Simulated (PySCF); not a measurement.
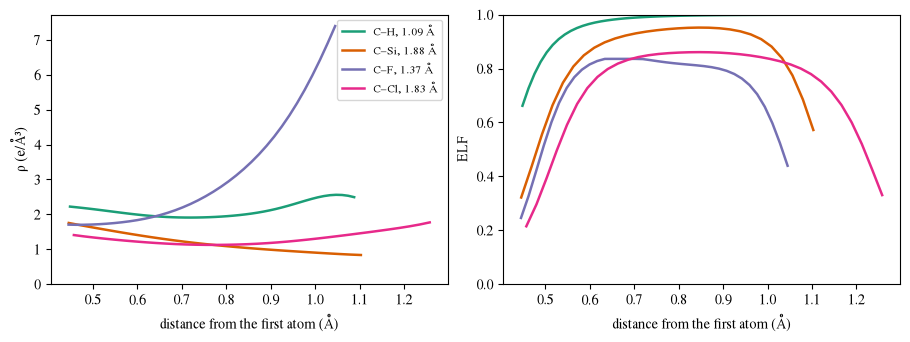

*C₃H₇ClFSi (SMILES C[Si+](CF)CCl) (charge +1). Electron density and electron localisation function along straight lines between neighbouring atoms. The curves leave out the atomic cores.*

Geometry: GFN2-xTB.

Computed with PySCF 2.14.0, PBE0/pcSseg-1, SCF density, gas phase, non-relativistic.

```xyz
13

C    -0.5856    1.8215    0.5225
Si   -0.0617    0.1320   -0.1069
C     1.7868   -0.3782   -0.2593
F     1.8240   -1.6527   -0.7623
C    -1.2337   -1.2939   -0.4898
Cl   -1.1927   -1.8824    1.2421
H     0.0809    2.1840    1.3079
H    -0.5769    2.5666   -0.2741
H    -1.5973    1.7958    0.9304
H     2.3581    0.2561   -0.9466
H     2.3082   -0.3993    0.7053
H    -0.8521   -2.0894   -1.1320
H    -2.2625   -1.0597   -0.7549
```

What can be read from the curves?

C–H (1.09 Å): ρ is about 2.1 e/Å³ halfway; the ELF climbs to about 1 towards the hydrogen, as it does in any bond to H; a covalent bond by its length.
C–Si (1.88 Å): ρ at the midpoint is about 0.95 e/Å³; the ELF peaks at about 0.95 between the atoms, as expected for a shared electron pair.
C–F (1.37 Å): the density is about 2.1 e/Å³ at the midpoint, with its minimum of 1.7 e/Å³ about 0.5 Å from C; the ELF peaks at about 0.85 between the atoms; a polar covalent bond.
C–Cl (1.83 Å): the density is about 1.2 e/Å³ at the midpoint; the ELF peaks at about 0.85 between the atoms: a covalent bond.
